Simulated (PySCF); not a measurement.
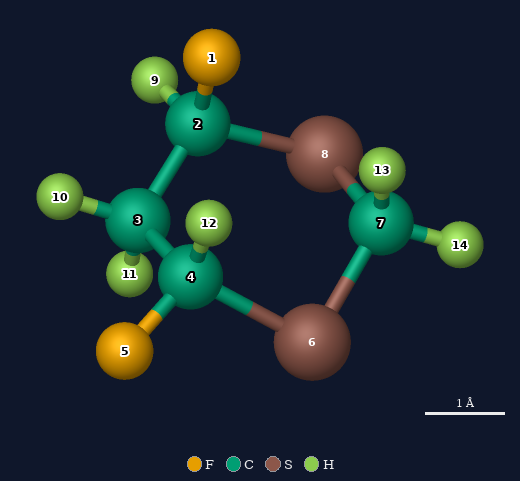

The structure (ball-and-stick view, seen at a tilt; atoms are numbered from 1 in the order of the input).

## Run report: C4H6F2S2, excited-state calculation

The run: excited-state calculation of C4H6F2S2. Method and program: TDDFT PBE0/def2-SVPD, vertical, gas phase, core orbitals frozen in the response (PySCF 2.14.0).

The geometry comes from this level: GFN2-xTB.

**Output**
```
coarse grid: 13488 points
cycle   1  E = -1150.7734559327  dE =  1.009e+00  |g| = 6.058e-01  |ddm| = 5.050e+00
cycle   2  E = -1150.7019160623  dE =  7.154e-02  |g| = 9.026e-01  |ddm| = 1.651e+00
cycle   3  E = -1150.8432686597  dE = -1.414e-01  |g| = 7.100e-02  |ddm| = 9.640e-01
cycle   4  E = -1150.8442076817  dE = -9.390e-04  |g| = 3.011e-02  |ddm| = 1.446e-01
cycle   5  E = -1150.8444218372  dE = -2.142e-04  |g| = 5.058e-03  |ddm| = 5.319e-02
cycle   6  E = -1150.8444278116  dE = -5.974e-06  |g| = 1.321e-03  |ddm| = 1.284e-02
final grid: 123768 points
cycle   7  E = -1150.9655801961  dE = -4.237e-05  |g| = 1.067e-02  |ddm| = 1.110e-01
cycle   8  E = -1150.9655552912  dE =  2.490e-05  |g| = 1.505e-02  |ddm| = 3.252e-02
cycle   9  E = -1150.9656064718  dE = -5.118e-05  |g| = 1.412e-03  |ddm| = 1.945e-02
cycle  10  E = -1150.9656069321  dE = -4.604e-07  |g| = 2.503e-04  |ddm| = 3.297e-03
cycle  11  E = -1150.9656069434  dE = -1.131e-08  |g| = 1.028e-04  |ddm| = 5.065e-04
cycle  12  E = -1150.9656069458  dE = -2.323e-09  |g| = 2.253e-05  |ddm| = 1.994e-04
cycle  13  E = -1150.9656069459  dE = -1.055e-10  |g| = 5.400e-06  |ddm| = 4.445e-05
```

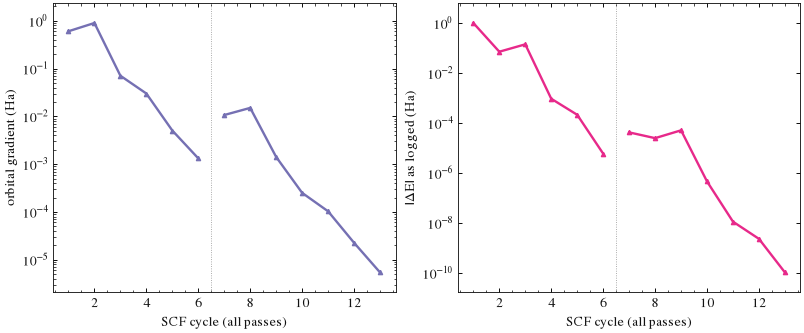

Convergence of the self-consistent field: orbital gradient and size of the energy change against the SCF cycle. The dotted line marks the change from a coarse to the final integration grid. The first 6 cycles use a coarse grid, the final grid takes over at cycle 7, and the field converges after 13 cycles in all.

```
converged SCF energy = -1150.9656069459

Static polarisability (au): isotropic 86.828, principal 71.972 92.393 96.118

Singlet excitations
state   eV       nm        f      main configurations
  1   5.0409    246.0   0.00579   H->L 0.89
  2   5.5290    224.2   0.00214   H-1->L 0.50, H->L+1 0.34
  3   5.9781    207.4   0.00058   H->L+1 0.52, H-1->L 0.41
  4   6.2025    199.9   0.03026   H->L+2 0.78, H-1->L+1 0.08
  5   6.3886    194.1   0.01324   H->L+3 0.83
  6   6.5179    190.2   0.04468   H-1->L+1 0.69, H->L+4 0.10

Triplet excitations (Tamm-Dancoff, eV): 4.5321 5.0303
```

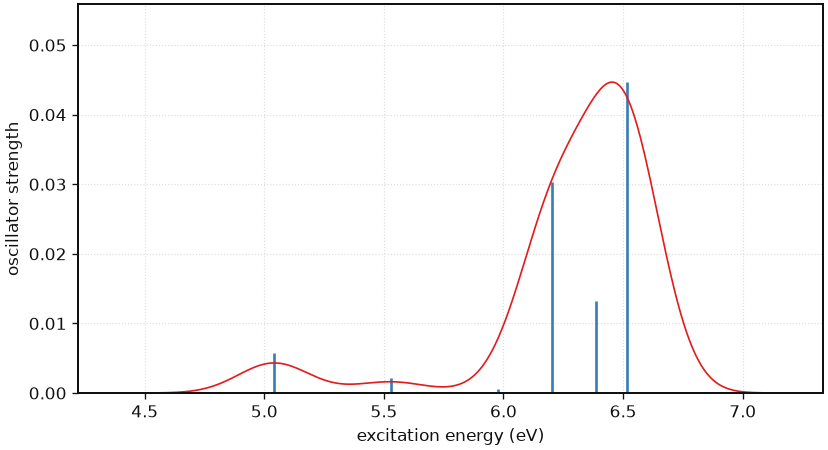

Computed excitations as sticks (degenerate states added up, dark ones marked on the axis), with a Gaussian envelope of 0.35 eV full width at half maximum, scaled to the tallest. Of the 6 states the lowest lies at 5.04 eV (f = 0.006); the strongest line is at 6.52 eV, or 190 nm (f = 0.045).

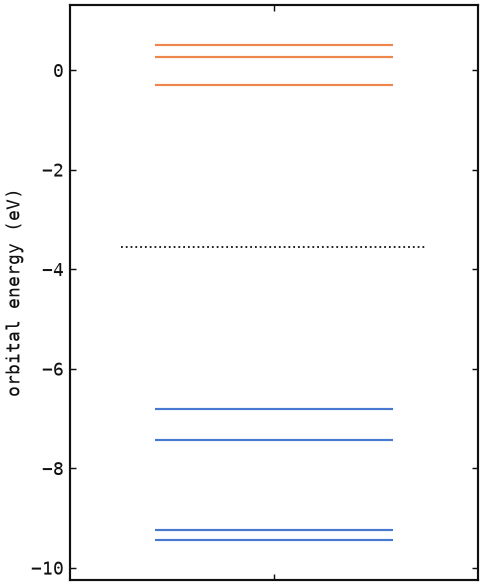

Orbital energies near the frontier; the dotted line parts filled from empty levels, and levels within 0.02 eV of each other stand side by side. Highest filled −6.81 eV, lowest empty −0.30 eV, 6.51 eV apart.

This output came from the following input.

**Input**
```
{"job": {"kind": "uv", "xc": "PBE0", "basis": "def2-SVPD", "nstates": 6, "ntriplets": 2}, "charge": 0, "multiplicity": 1}
F      0.388645    -1.757331    -0.866066
C     -0.107106    -1.349927     0.347042
C     -1.216515    -0.330369     0.133873
C     -0.764960     0.862838    -0.699409
F     -1.848995     1.609932    -1.041722
S      0.402829     1.945357     0.224177
C      1.715703     0.703827     0.357130
S      1.256450    -0.720789     1.385144
H     -0.478640    -2.243396     0.858969
H     -2.040420    -0.813019    -0.400255
H     -1.580253     0.013561     1.103774
H     -0.279438     0.549339    -1.632779
H      1.990349     0.347483    -0.634517
H      2.561672     1.182023     0.842473
```

The first line tells a small driver script what to run in PySCF; the rest is the geometry in Å.

Command:
```bash
OMP_NUM_THREADS=1 python <driver script> task.json out
```

**Results in brief**

- outcome: converged
- total energy: −1150.965607 hartree
- HOMO: −6.81 eV
- LUMO: −0.30 eV
- dipole moment: 1.30 D
- mean polarisability: 86.83 a.u.
- lowest singlet excitation: 5.04 eV
- hardware: 1 CPU thread, shared host
- wall time: 72 s
- peak memory: 0.91 GiB
